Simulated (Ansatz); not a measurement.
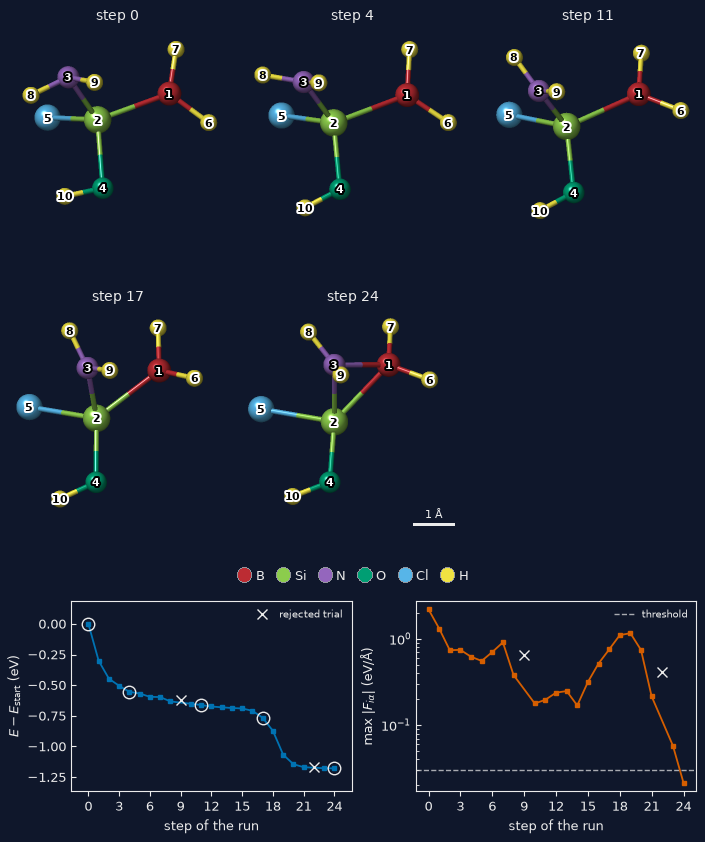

Frames of a relaxation of BSiNH₅OCl (coarse preliminary run), marked on the history of the run. Style: ball-and-stick. Shown at a tilt.

The start comes from a force field.

Computed with Ansatz 0.2.0, RKS PBE-D4/def2-SVP.

Input
```yaml
crystal:
  periodic: [false, false, false]
  atoms:
    - {symbol: B, position_ang: [-0.636900, 1.173700, 1.152600]}
    - {symbol: Si, position_ang: [-0.161600, 0.082900, -0.343300]}
    - {symbol: N, position_ang: [0.026500, -1.591500, 0.224300]}
    - {symbol: O, position_ang: [1.391400, 0.673900, -1.007500]}
    - {symbol: Cl, position_ang: [-1.648700, 0.122700, -1.828000]}
    - {symbol: H, position_ang: [-0.011600, 2.153300, 1.449200]}
    - {symbol: H, position_ang: [-1.653800, 0.990400, 1.737200]}
    - {symbol: H, position_ang: [0.395900, -2.144500, -0.592400]}
    - {symbol: H, position_ang: [0.868500, -1.564600, 0.945300]}
    - {symbol: H, position_ang: [1.513500, 0.052600, -1.734400]}
basis:
  gaussian: {orbitals: def2-SVP}
hamiltonian: {xc: pbe, dispersion: d4}
relax: {f_tol: 0.03, max_steps: 200}
```

Launched with:
```bash
ansatz run in.yaml --threads 4 --pin off --events-out ev --progress --plain --max-ram 10444MiB
```

Q: Describe the path.

A: The energy falls by 1.178 eV in 22 accepted moves (24 points after the start). Largest force component: 2.2 eV/Å at the start, 0.021 eV/Å at the end. The line search rejected the trial steps at points 9, 22 of the run. The largest move after the best rigid fit is that of H8, 1.62 Å. By element the largest moves are H 1.62 Å, N 0.82 Å, Cl 0.67 Å, B 0.62 Å, Si 0.61 Å, O 0.41 Å. Near-neighbour distances that change, for instance: B1–N3 2.991 → 1.637 Å, Si2–N3 1.778 → 1.922 Å, Si2–O4 1.789 → 1.674 Å, N3–H9 1.109 → 1.027 Å. Among the angles between lasting bonds that change: B1–Si2–N3 108.3° → 49.9°, B1–Si2–O4 108.5° → 126.0°, Si2–N3–H8 106.5° → 121.2°. From step 0 to 4: H8 moves most (0.54 Å), energy −0.554 eV. From step 4 to 11: H atoms move most (0.59 Å), energy −0.108 eV. From step 11 to 17: H6 moves most (0.78 Å), energy −0.103 eV. From step 17 to 24: N3 moves most (0.32 Å), energy −0.413 eV.

| step | E − E(0), eV | largest force component, eV/Å | note |
| --- | --- | --- | --- |
| 0 | 0.0000 | 2.1955 |  |
| 1 | -0.3006 | 1.3174 |  |
| 2 | -0.4468 | 0.7395 |  |
| 3 | -0.5052 | 0.7458 |  |
| 4 | -0.5544 | 0.6207 |  |
| 5 | -0.5680 | 0.5555 |  |
| 6 | -0.5951 | 0.7040 |  |
| 7 | -0.5967 | 0.9117 |  |
| 8 | -0.6326 | 0.3815 |  |
| 9 | -0.6219 | 0.6441 | rejected |
| 10 | -0.6515 | 0.1783 |  |
| 11 | -0.6622 | 0.1968 |  |
| 12 | -0.6739 | 0.2381 |  |
| 13 | -0.6804 | 0.2484 |  |
| 14 | -0.6861 | 0.1692 |  |
| 15 | -0.6900 | 0.3164 |  |
| 16 | -0.7088 | 0.5174 |  |
| 17 | -0.7654 | 0.7535 |  |
| 18 | -0.8722 | 1.1046 |  |
| 19 | -1.0665 | 1.1643 |  |
| 20 | -1.1443 | 0.7438 |  |
| 21 | -1.1688 | 0.2155 |  |
| 22 | -1.1673 | 0.4167 | rejected |
| 23 | -1.1774 | 0.0580 |  |
| 24 | -1.1783 | 0.0215 |  |
